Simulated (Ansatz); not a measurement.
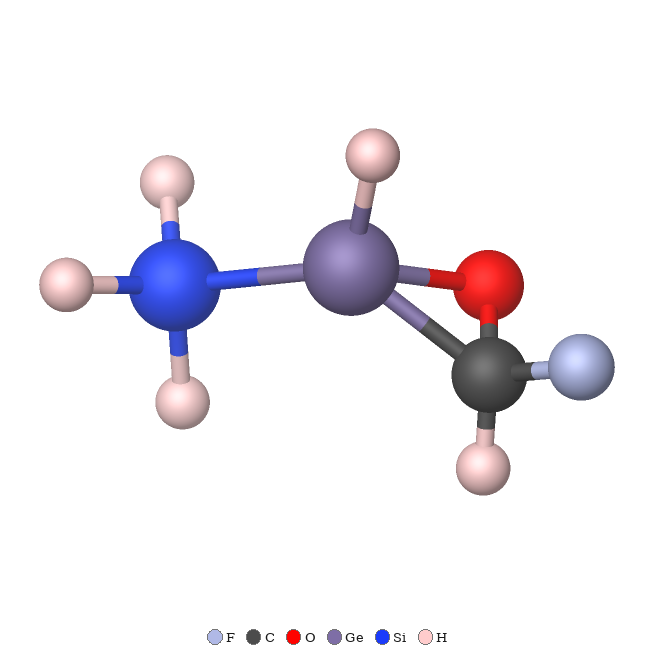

A ball-and-stick model of a molecule. Every bond is drawn as one stick, whatever its order.

Give the formula.

CH₅FGeOSi, 10 atoms: 1 carbon, 5 hydrogen, 1 fluorine, 1 germanium, 1 oxygen and 1 silicon.

Write the SMILES.

F[C@@H]1[O][Ge@H]1[SiH3]

Name some functional groups or characteristic bonds that it holds.

Among them: C–F bond, Si–H bond.

The parts below concern this one geometry. Atoms keep their numbers from picture to picture. Computed geometry: PBE0-D4/def2-TZVP optimisation. No frequency run is at hand to confirm it as a minimum.

Shape

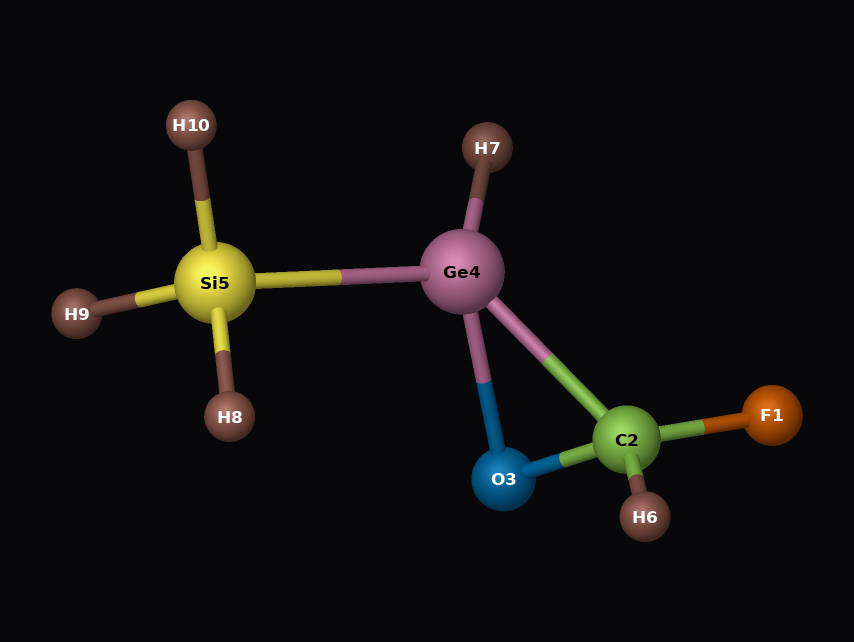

Numbered structure. No frequency run is at hand to confirm it as a minimum.

Give the bond lengths.

| bond | length (Å) |
| --- | --- |
| F1–C2 | 1.360 |
| C2–O3 | 1.353 |
| C2–Ge4 | 1.938 |
| C2–H6 | 1.092 |
| O3–Ge4 | 1.886 |
| Ge4–Si5 | 2.369 |
| Ge4–H7 | 1.533 |
| Si5–H8 | 1.483 |
| Si5–H9 | 1.485 |
| Si5–H10 | 1.485 |

Charges

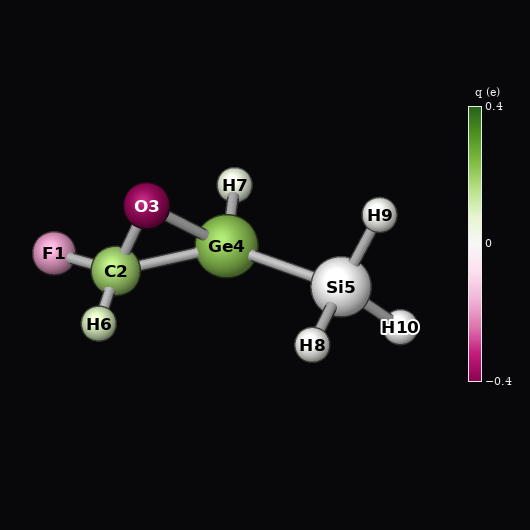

Atoms are coloured by their Mulliken charges. No frequency run is at hand to confirm it as a minimum. Level of theory: RKS PBE0-D4/def2-TZVP (Ansatz 0.2.0).

Give the Mulliken charges atom by atom.

| atom | value (e) |
| --- | --- |
| F1 | −0.19 |
| C2 | 0.19 |
| O3 | −0.38 |
| Ge4 | 0.22 |
| Si5 | 0.00 |
| H6 | 0.10 |
| H7 | 0.04 |
| H8 | 0.01 |
| H9 | 0.01 |
| H10 | 0.00 |

Levels of theory compared

No frequency run is at hand to confirm it as a minimum. Program: Ansatz 0.2.0.

At this fixed geometry, give HOMO energy (eV), HOMO–LUMO gap (eV) at these levels: B3LYP-D4/def2-TZVPP; PBE-D4/def2-TZVPP; PBE0-D4/def2-TZVPP; r2SCAN-D4/def2-TZVPP; ωB97M-V/def2-TZVPP; ωB97X-V/def2-TZVPP.

| level | HOMO energy (eV) | HOMO–LUMO gap (eV) |
| --- | --- | --- |
| B3LYP-D4/def2-TZVPP | −6.84 | 5.19 |
| PBE-D4/def2-TZVPP | −5.90 | 3.72 |
| PBE0-D4/def2-TZVPP | −7.02 | 5.60 |
| r2SCAN-D4/def2-TZVPP | −6.13 | 4.05 |
| ωB97M-V/def2-TZVPP | −9.12 | 9.54 |
| ωB97X-V/def2-TZVPP | −9.22 | 9.79 |

Dipole moment

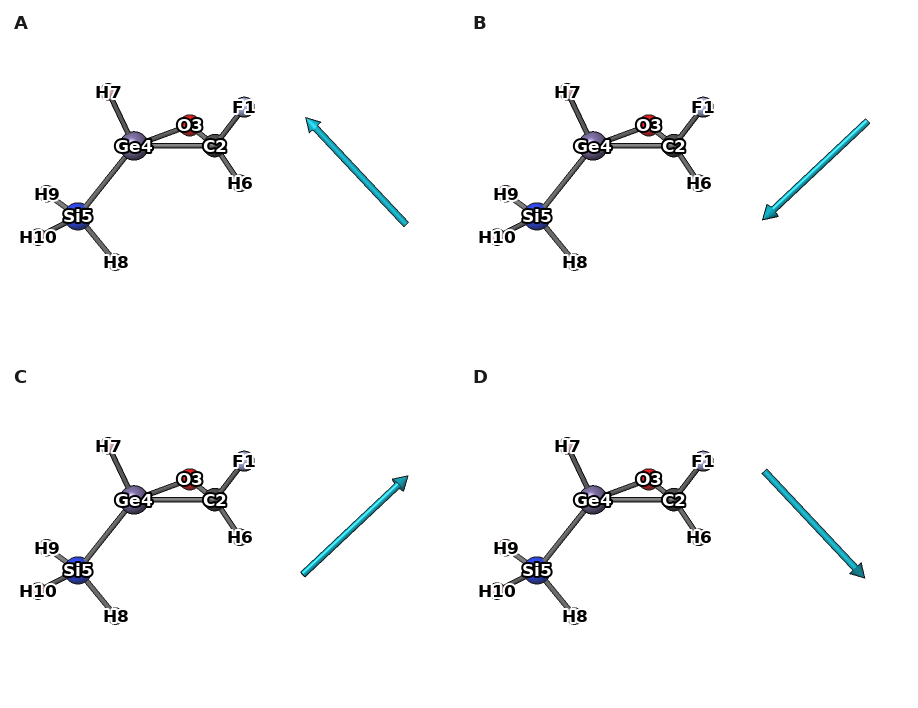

The same molecule four times, each with an arrow. No frequency run is at hand to confirm it as a minimum. Properties computed with RKS ωB97M-V/def2-TZVPP (Ansatz 0.2.0).

Which arrow points along the dipole moment, from the negative to the positive end?

B. The dipole moment is 3.36 D; it points from the side of F1 to the side of H10 (the outermost atoms at the two ends).

Mulliken values depend strongly on the basis set and can even reverse the polarity of a bond.
